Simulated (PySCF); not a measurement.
# From one method to the next for BSb⁺ (quartet)

Starting from one script, swap the method and compare what comes out for BSb⁺ (quartet).

The runs use PySCF 2.14.0; each script names its method and basis.

6 further runs of the same task are left out: 1 for a known fault of the program, 5 that didn't finish.

### 1 The system as given

BSb⁺ (quartet): 2 atoms, charge 1, spin multiplicity 4.

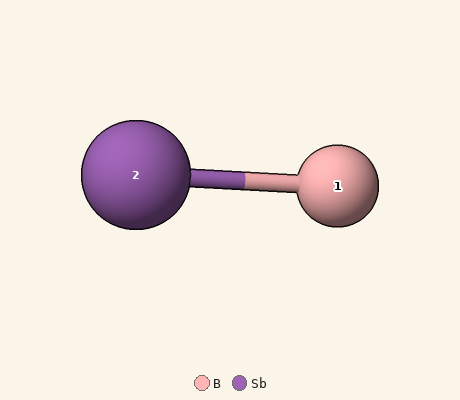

As it starts; boron pink, antimony purple; atoms are numbered from 1 in the order of the file.

### 2 The base run

Input file input.py:

```python
from pyscf import gto, dft

mol = gto.M(
    atom='B 0 0 0; Sb 0 0 2.166',
    basis='sbkjc',
    ecp={'B': 'sbkjc', 'Sb': 'sbkjc'},
    charge=1,
    spin=3,
    symmetry=True,
    verbose=4,
)
mf = dft.UKS(mol, xc='tpss')
mf.kernel()
mf.dip_moment()
print('orbital energies (hartree):', [e[max(0, n-3):n+3].round(4) for e, n in zip(mf.mo_energy, mol.nelec)])
```

Started as:

```console
$ OMP_NUM_THREADS=1 python input.py
```

Standard output (excerpt; [...] marks lines left out):

```text
[lines on the frontier levels of each cycle are left out]
PySCF version 2.14.0

[INPUT] verbose = 4
[INPUT] num. atoms = 2
[INPUT] num. electrons = 7
[INPUT] charge = 1
[INPUT] spin (= nelec alpha-beta = 2S) = 3
[INPUT] symmetry True subgroup None
[INPUT] Mole.unit = angstrom
[INPUT] Symbol           X                Y                Z      unit          X                Y                Z       unit  Magmom
[INPUT]  1 B      0.000000000000   0.000000000000   0.000000000000 AA    0.000000000000   0.000000000000   0.000000000000 Bohr   0.0
[INPUT]  2 Sb     0.000000000000   0.000000000000   2.166000000000 AA    0.000000000000   0.000000000000   4.093146785808 Bohr   0.0

nuclear repulsion = 3.66466212548476
point group symmetry = Coov
symmetry origin: [0.         0.         3.72768725]
symmetry axis x: [1. 0. 0.]
symmetry axis y: [0. 1. 0.]
symmetry axis z: [0. 0. 1.]
num. orbitals of irrep A1 = 8
num. orbitals of irrep E1x = 4
num. orbitals of irrep E1y = 4
number of shells = 8
number of NR pGTOs = 36
number of NR cGTOs = 16
basis = sbkjc
ecp = {'B': 'sbkjc', 'Sb': 'sbkjc'}

******** <class 'pyscf.dft.uks_symm.SymAdaptedUKS'> ********
method = SymAdaptedUKS
initial guess = minao
damping factor = 0
level_shift factor = 0
DIIS = <class 'pyscf.scf.diis.CDIIS'>
diis_start_cycle = 1
diis_space = 8
diis_damp = 0
SCF conv_tol = 1e-09
SCF conv_tol_grad = None
SCF max_cycles = 50
direct_scf = True
direct_scf_tol = 1e-13
number electrons alpha = 5  beta = 2
XC library pyscf.dft.libxc version 7.0.0
    S. Lehtola, C. Steigemann, M. J.T. Oliveira, and M. A.L. Marques.,  SoftwareX 7, 1–5 (2018)
XC functionals = tpss
    J. Tao, J. P. Perdew, V. N. Staroverov, and G. E. Scuseria.,  Phys. Rev. Lett. 91, 146401 (2003)
    J. P. Perdew, J. Tao, V. N. Staroverov, and G. E. Scuseria.,  J. Chem. Phys. 120, 6898 (2004)
    J. Tao, J. P. Perdew, V. N. Staroverov, and G. E. Scuseria.,  Phys. Rev. Lett. 91, 146401 (2003)
    J. P. Perdew, J. Tao, V. N. Staroverov, and G. E. Scuseria.,  J. Chem. Phys. 120, 6898 (2004)
radial grids:
    Treutler-Ahlrichs [JCP 102, 346 (1995); DOI:10.1063/1.469408] (M4) radial grids

becke partition: Becke, JCP 88, 2547 (1988); DOI:10.1063/1.454033
pruning grids: <function nwchem_prune>
grids dens level: 3
symmetrized grids: True
atomic radii adjust function: <function treutler_atomic_radii_adjust>
small_rho_cutoff = 0
Freeze 0 electrons in irreps []
    7 free electrons in irreps A1 E1x E1y
Set gradient conv threshold to 3.16228e-05
tot grids = 36008
init E= -7.81855732059199

cycle= 1 E= -7.72424545282181  delta_E= 0.0943  |g|= 0.221  |ddm|= 1.68
cycle= 2 E= -7.72098923347655  delta_E= 0.00326  |g|= 0.268  |ddm|= 1.04
cycle= 3 E= -7.76724217563698  delta_E= -0.0463  |g|= 0.154  |ddm|= 0.836
cycle= 4 E= -7.80062656440475  delta_E= -0.0334  |g|= 0.0173  |ddm|= 0.428
cycle= 5 E= -7.80104776368005  delta_E= -0.000421  |g|= 0.00169  |ddm|= 0.0409
cycle= 6 E= -7.80105247420479  delta_E= -4.71e-06  |g|= 0.000322  |ddm|= 0.00663
cycle= 7 E= -7.80105264938044  delta_E= -1.75e-07  |g|= 5.87e-05  |ddm|= 0.000987
cycle= 8 E= -7.80105265391599  delta_E= -4.54e-09  |g|= 2.16e-05  |ddm|= 0.000178
cycle= 9 E= -7.80105265453745  delta_E= -6.21e-10  |g|= 6.51e-07  |ddm|= 6.44e-05
Extra cycle  E= -7.80105265453783  delta_E= -3.77e-13  |g|= 6.3e-07  |ddm|= 4.32e-06
converged SCF energy = -7.80105265453783  <S^2> = 3.7536824  2S+1 = 4.0018408

WARN: System has nonzero charge 1; the dipole moment is origin-dependent.
Location of origin: [0. 0. 0.]

Dipole moment(X, Y, Z, Debye):  0.00000,  0.00000,  7.01341
orbital energies (hartree): [array([-0.4766, -0.4766, -0.4751, -0.3546, -0.3546, -0.2075]), array([-0.7625, -0.564 , -0.3906, -0.3906, -0.3597])]
```

It took 1.8 s on 1 thread of Arm Neoverse V1, shared host.

Base result: E(SCF) = -7.801053 Eh, 9 cycles, ⟨S²⟩ = 3.754.

The bond length is a typed value, not an optimised one. The dipole of an ion depends on the origin. The quartet is typed in the script; nothing here shows that it is the ground state.

### 3 Hf,lyp

Run 1 changes functional: tpss → hf,lyp.

Changes to input.py since step 2:

```diff
@@ -11,3 +11,3 @@
 )
-mf = dft.UKS(mol, xc='tpss')
+mf = dft.UKS(mol, xc='hf,lyp')
 mf.kernel()
```

Started as:

```console
$ OMP_NUM_THREADS=1 python input.py
```

Standard output (excerpt; [...] marks lines left out):

```text
[lines on the frontier levels of each cycle are left out]
[... 45 set-up lines left out, the same as in an earlier log ...]
XC functionals = hf,lyp
    C. Lee, W. Yang, and R. G. Parr.,  Phys. Rev. B 37, 785 (1988)
    B. Miehlich, A. Savin, H. Stoll, and H. Preuss.,  Chem. Phys. Lett. 157, 200 (1989)
[... 13 set-up lines left out, the same as in an earlier log ...]
init E= -7.46513582514557

cycle= 1 E= -7.61232252435178  delta_E= -0.147  |g|= 0.218  |ddm|= 1.77
cycle= 2 E= -7.69018270065162  delta_E= -0.0779  |g|= 0.0723  |ddm|= 0.724
cycle= 3 E= -7.69928307039529  delta_E= -0.0091  |g|= 0.0339  |ddm|= 0.196
cycle= 4 E= -7.70220957759366  delta_E= -0.00293  |g|= 0.0154  |ddm|= 0.131
cycle= 5 E= -7.70322808799561  delta_E= -0.00102  |g|= 0.0056  |ddm|= 0.0971
cycle= 6 E= -7.70338658244718  delta_E= -0.000158  |g|= 0.00195  |ddm|= 0.0463
cycle= 7 E= -7.7034078855653  delta_E= -2.13e-05  |g|= 0.000529  |ddm|= 0.0202
cycle= 8 E= -7.70340931581309  delta_E= -1.43e-06  |g|= 0.000198  |ddm|= 0.00422
cycle= 9 E= -7.70340954487714  delta_E= -2.29e-07  |g|= 7.65e-05  |ddm|= 0.00148
cycle= 10 E= -7.70340957483938  delta_E= -3e-08  |g|= 1.82e-05  |ddm|= 0.000783
cycle= 11 E= -7.70340957604865  delta_E= -1.21e-09  |g|= 2.21e-06  |ddm|= 0.000114
cycle= 12 E= -7.70340957605908  delta_E= -1.04e-11  |g|= 5.57e-07  |ddm|= 1.34e-05
Extra cycle  E= -7.70340957605953  delta_E= -4.48e-13  |g|= 2.1e-07  |ddm|= 1.55e-06
converged SCF energy = -7.70340957605953  <S^2> = 3.7605437  2S+1 = 4.0052684

WARN: System has nonzero charge 1; the dipole moment is origin-dependent.
Location of origin: [0. 0. 0.]

Dipole moment(X, Y, Z, Debye):  0.00000,  0.00000,  6.01920
orbital energies (hartree): [array([-0.643 , -0.5934, -0.5934, -0.2253, -0.2253, -0.1006]), array([-0.952 , -0.6883, -0.2849, -0.2849, -0.2602])]
```

Wall time 1.2 s (1 thread of Arm Neoverse V1, shared host).

Outcome: E(SCF) = -7.703410 Eh, 12 cycles, ⟨S²⟩ = 3.761.

### 4 MP2 (UHF)

Run 2 changes step after the SCF: none → mp2; SCF type: UKS → UHF; functional: tpss → none (Hartree–Fock).

Changes to input.py since step 2:

```diff
@@ -1,2 +1,2 @@
-from pyscf import gto, dft
+from pyscf import gto, scf, mp
 
@@ -11,4 +11,5 @@
 )
-mf = dft.UKS(mol, xc='tpss')
+mf = scf.UHF(mol)
 mf.kernel()
+mp.MP2(mf).kernel()
 mf.dip_moment()
```

Started as:

```console
$ OMP_NUM_THREADS=1 python input.py
```

Standard output (excerpt; [...] marks lines left out):

```text
[lines on the frontier levels of each cycle are left out]
[... 28 set-up lines left out, the same as in an earlier log ...]
******** <class 'pyscf.scf.uhf_symm.SymAdaptedUHF'> ********
method = SymAdaptedUHF
[... 16 set-up lines left out, the same as in an earlier log ...]
init E= -7.29351998460587

cycle= 1 E= -7.48780541941943  delta_E= -0.194  |g|= 0.221  |ddm|= 1.77
cycle= 2 E= -7.56736088518261  delta_E= -0.0796  |g|= 0.0746  |ddm|= 0.732
cycle= 3 E= -7.57741548138836  delta_E= -0.0101  |g|= 0.0378  |ddm|=  0.2
cycle= 4 E= -7.581226005371  delta_E= -0.00381  |g|= 0.0189  |ddm|= 0.144
cycle= 5 E= -7.58285627851999  delta_E= -0.00163  |g|= 0.00805  |ddm|= 0.116
cycle= 6 E= -7.58324018849205  delta_E= -0.000384  |g|= 0.00346  |ddm|= 0.068
cycle= 7 E= -7.58332751638202  delta_E= -8.73e-05  |g|= 0.00113  |ddm|= 0.0412
cycle= 8 E= -7.58333463517473  delta_E= -7.12e-06  |g|= 0.00039  |ddm|= 0.0101
cycle= 9 E= -7.58333547939746  delta_E= -8.44e-07  |g|= 0.00018  |ddm|= 0.00322
cycle= 10 E= -7.58333562199722  delta_E= -1.43e-07  |g|= 6.29e-05  |ddm|= 0.00201
cycle= 11 E= -7.5833356346988  delta_E= -1.27e-08  |g|= 1.09e-05  |ddm|= 0.000366
cycle= 12 E= -7.58333563503461  delta_E= -3.36e-10  |g|= 2.31e-06  |ddm|= 7.47e-05
Extra cycle  E= -7.58333563504289  delta_E= -8.28e-12  |g|= 9.76e-07  |ddm|= 6.56e-06
converged SCF energy = -7.58333563504289  <S^2> = 3.76293  2S+1 = 4.0064598

******** <class 'pyscf.mp.ump2.UMP2'> ********
nocc = (np.int64(5), np.int64(2)), nmo = (16, 16)
E(UMP2) = -7.62752236268713  E_corr = -0.0441867276442419
E(SCS-UMP2) = -7.62634732588395  E_corr = -0.0430116908410616
E_corr(same-spin) = -0.0115527488446485
E_corr(oppo-spin) = -0.0326339787995934

WARN: System has nonzero charge 1; the dipole moment is origin-dependent.
Location of origin: [0. 0. 0.]

Dipole moment(X, Y, Z, Debye):  0.00000,  0.00000,  5.77578
orbital energies (hartree): [array([-0.6287, -0.5778, -0.5778, -0.2128, -0.2128, -0.0858]), array([-0.9135, -0.6512, -0.2415, -0.2415, -0.2075])]
```

It took 0.8 s on 1 thread of Arm Neoverse V1, shared host.

Outcome: E(SCF) = -7.583336 Eh, 12 cycles, E(MP2) − E(SCF) = -0.04419 Eh, ⟨S²⟩ = 3.763.

### 5 RKS

Run 3 changes SCF type: UKS → RKS.

Input file input.py:

```python
from pyscf import gto, dft

mol = gto.M(
    atom='B 0 0 0; Sb 0 0 2.166',
    basis='sbkjc',
    ecp={'B': 'sbkjc', 'Sb': 'sbkjc'},
    charge=1,
    spin=3,
    symmetry=True,
    verbose=4,
)
mf = dft.RKS(mol, xc='tpss')
mf.kernel()
mf.dip_moment()
print('orbital energies (hartree):', mf.mo_energy[..., max(0, mol.nelec[1]-3):mol.nelec[0]+3].round(4))
```

Started as:

```console
$ OMP_NUM_THREADS=1 python input.py
```

Standard output (excerpt; [...] marks lines left out):

```text
[lines on the frontier levels of each cycle are left out]
[... 28 set-up lines left out, the same as in an earlier log ...]
******** <class 'pyscf.dft.rks_symm.SymAdaptedROKS'> ********
method = SymAdaptedROKS
[... 12 set-up lines left out, the same as in an earlier log ...]
num. doubly occ = 2  num. singly occ = 3
[... 20 set-up lines left out, the same as in an earlier log ...]
init E= -7.81855732059199
cycle= 1 E= -7.72424545282181  delta_E= 0.0943  |g|= 0.26  |ddm|= 1.68
cycle= 2 E= -7.74871186180247  delta_E= -0.0245  |g|= 0.25  |ddm|= 1.02
cycle= 3 E= -7.76680173701923  delta_E= -0.0181  |g|= 0.171  |ddm|= 0.733
cycle= 4 E= -7.7995851325801  delta_E= -0.0328  |g|= 0.0201  |ddm|= 0.453
cycle= 5 E= -7.80010019258421  delta_E= -0.000515  |g|= 0.00387  |ddm|= 0.052
cycle= 6 E= -7.80012051347551  delta_E= -2.03e-05  |g|= 0.000284  |ddm|= 0.0115
cycle= 7 E= -7.80012060450559  delta_E= -9.1e-08  |g|= 0.000125  |ddm|= 0.00109
cycle= 8 E= -7.80012061881987  delta_E= -1.43e-08  |g|= 2.18e-05  |ddm|= 0.000253
cycle= 9 E= -7.80012061915535  delta_E= -3.35e-10  |g|= 7.53e-06  |ddm|= 2.9e-05
Extra cycle  E= -7.80012061882633  delta_E= 3.29e-10  |g|= 1.93e-05  |ddm|= 5.09e-05
converged SCF energy = -7.80012061882633

WARN: System has nonzero charge 1; the dipole moment is origin-dependent.
Location of origin: [0. 0. 0.]

Dipole moment(X, Y, Z, Debye):  0.00000,  0.00000,  7.04337
orbital energies (hartree): [-0.7884 -0.5869 -0.4321 -0.4321 -0.4153 -0.3004 -0.3004 -0.1784]
```

It took 2 s on 1 thread of Arm Neoverse V1, shared host.

Outcome: E(SCF) = -7.800121 Eh (+0.0254 eV from the base), 9 cycles.

### 6 Gradient

Run 4 changes step after the SCF: none → gradient.

Changes to input.py since step 2:

```diff
@@ -13,2 +13,5 @@
 mf.kernel()
+g = mf.nuc_grad_method()
+g.grid_response = True
+g.kernel()
 mf.dip_moment()
```

Started as:

```console
$ OMP_NUM_THREADS=1 python input.py
```

Standard output (excerpt; [...] marks lines left out):

```text
[lines on the frontier levels of each cycle are left out]
[... 63 set-up lines left out, the same as in an earlier log ...]
init E= -7.81855732059199

cycle= 1 E= -7.72424545282181  delta_E= 0.0943  |g|= 0.221  |ddm|= 1.68
cycle= 2 E= -7.72098923347655  delta_E= 0.00326  |g|= 0.268  |ddm|= 1.04
cycle= 3 E= -7.76724217563698  delta_E= -0.0463  |g|= 0.154  |ddm|= 0.836
cycle= 4 E= -7.80062656440475  delta_E= -0.0334  |g|= 0.0173  |ddm|= 0.428
cycle= 5 E= -7.80104776368005  delta_E= -0.000421  |g|= 0.00169  |ddm|= 0.0409
cycle= 6 E= -7.80105247420479  delta_E= -4.71e-06  |g|= 0.000322  |ddm|= 0.00663
cycle= 7 E= -7.80105264938044  delta_E= -1.75e-07  |g|= 5.87e-05  |ddm|= 0.000987
cycle= 8 E= -7.80105265391599  delta_E= -4.54e-09  |g|= 2.16e-05  |ddm|= 0.000178
cycle= 9 E= -7.80105265453745  delta_E= -6.21e-10  |g|= 6.51e-07  |ddm|= 6.44e-05
Extra cycle  E= -7.80105265453783  delta_E= -3.77e-13  |g|= 6.3e-07  |ddm|= 4.32e-06
converged SCF energy = -7.80105265453783  <S^2> = 3.7536824  2S+1 = 4.0018408

******** <class 'pyscf.grad.uks.Gradients'> for <class 'pyscf.dft.uks_symm.SymAdaptedUKS'> ********
unit = Eh/Bohr
grid_response = True
--------------- SymAdaptedUKS gradients ---------------
         x                y                z
0 B     0.0000000000     0.0000000000     0.0205222080
1 Sb     0.0000000000     0.0000000000    -0.0205222080
----------------------------------------------

WARN: System has nonzero charge 1; the dipole moment is origin-dependent.
Location of origin: [0. 0. 0.]

Dipole moment(X, Y, Z, Debye):  0.00000,  0.00000,  7.01341
orbital energies (hartree): [array([-0.4766, -0.4766, -0.4751, -0.3546, -0.3546, -0.2075]), array([-0.7625, -0.564 , -0.3906, -0.3906, -0.3597])]
```

Wall time 2.3 s (1 thread of Arm Neoverse V1, shared host).

Result: E(SCF) = -7.801053 Eh (no change), 9 cycles, ⟨S²⟩ = 3.754, gradient on the second atom -0.0205 Eh/bohr.

### 7 O3lyp

Run 5 changes functional: tpss → o3lyp.

Changes to input.py since step 2:

```diff
@@ -11,3 +11,3 @@
 )
-mf = dft.UKS(mol, xc='tpss')
+mf = dft.UKS(mol, xc='o3lyp')
 mf.kernel()
```

Started as:

```console
$ OMP_NUM_THREADS=1 python input.py
```

Standard output (excerpt; [...] marks lines left out):

```text
[lines on the frontier levels of each cycle are left out]
[... 45 set-up lines left out, the same as in an earlier log ...]
XC functionals = o3lyp
    W.-M. Hoe, A. J. Cohen, and N. C. Handy.,  Chem. Phys. Lett. 341, 319–328 (2001)
    A. J. Cohen and N. C. Handy.,  Mol. Phys. 99, 607 (2001)
[... 13 set-up lines left out, the same as in an earlier log ...]
init E= -7.79802343058898

cycle= 1 E= -7.70374552626156  delta_E= 0.0943  |g|= 0.236  |ddm|= 1.68
cycle= 2 E= -7.71626726260745  delta_E= -0.0125  |g|= 0.26  |ddm|= 1.06
cycle= 3 E= -7.76406818922801  delta_E= -0.0478  |g|= 0.139  |ddm|= 0.778
cycle= 4 E= -7.79029134612562  delta_E= -0.0262  |g|= 0.0144  |ddm|= 0.38
cycle= 5 E= -7.79059135510351  delta_E= -0.0003  |g|= 0.00149  |ddm|= 0.0345
cycle= 6 E= -7.7905987739133  delta_E= -7.42e-06  |g|= 0.000229  |ddm|= 0.00928
cycle= 7 E= -7.79059895200209  delta_E= -1.78e-07  |g|= 0.000126  |ddm|= 0.00146
cycle= 8 E= -7.79059897223014  delta_E= -2.02e-08  |g|= 3.45e-05  |ddm|= 0.000305
cycle= 9 E= -7.79059897368269  delta_E= -1.45e-09  |g|= 9.31e-07  |ddm|= 8.8e-05
cycle= 10 E= -7.7905989736841  delta_E= -1.4e-12  |g|= 1.83e-07  |ddm|= 4.25e-06
Extra cycle  E= -7.79059897368397  delta_E= 1.28e-13  |g|= 3.79e-07  |ddm|= 1.22e-06
converged SCF energy = -7.79059897368397  <S^2> = 3.7523926  2S+1 = 4.0011961

WARN: System has nonzero charge 1; the dipole moment is origin-dependent.
Location of origin: [0. 0. 0.]

Dipole moment(X, Y, Z, Debye):  0.00000,  0.00000,  7.07809
orbital energies (hartree): [array([-0.487 , -0.4856, -0.4856, -0.3404, -0.3404, -0.2005]), array([-0.7786, -0.5726, -0.4007, -0.4007, -0.3586])]
```

It took 1.3 s on 1 thread of Arm Neoverse V1, shared host.

Outcome: E(SCF) = -7.790599 Eh, 10 cycles, ⟨S²⟩ = 3.752.

### 8 Side by side

```
      run  E(SCF) (hartree)  from base (eV)  cycles  gap, α spin (eV)              after the SCF
     base         -7.801053               0       9              3.28                        n/a
   hf,lyp         -7.703410  not comparable      12             10.02                        n/a
MP2 (UHF)         -7.583336  not comparable      12              9.93  MP2 correlation -1.202 eV
      RKS         -7.800121         +0.0254       9               n/a                        n/a
 gradient         -7.801053          0.0000       9              3.28                        n/a
    o3lyp         -7.790599  not comparable      10              3.95                        n/a
```

Wall time on 1 thread of Arm Neoverse V1, shared host, start-up included: base 1.8 s; hf,lyp 1.2 s; MP2 (UHF) 0.8 s; RKS 2 s; gradient 2.3 s; o3lyp 1.3 s.

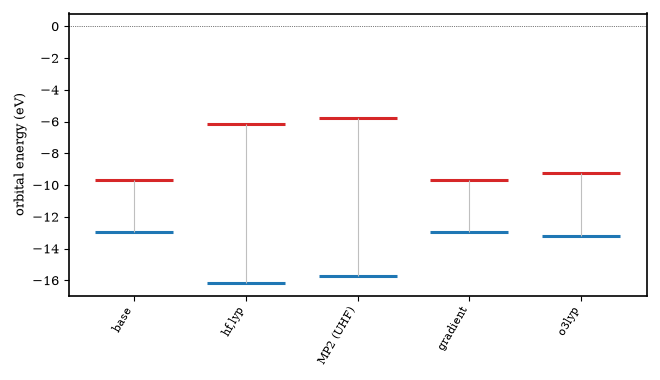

Highest filled (blue) and lowest empty (red) level of each run. Open-shell runs show the α spin alone.

The α-spin gap between the frontier levels is 3.3 eV with tpss (0 % exact exchange) and 4.0 eV with o3lyp (12 %). Total energies of different functionals can't be compared with each other; differences within one functional can.
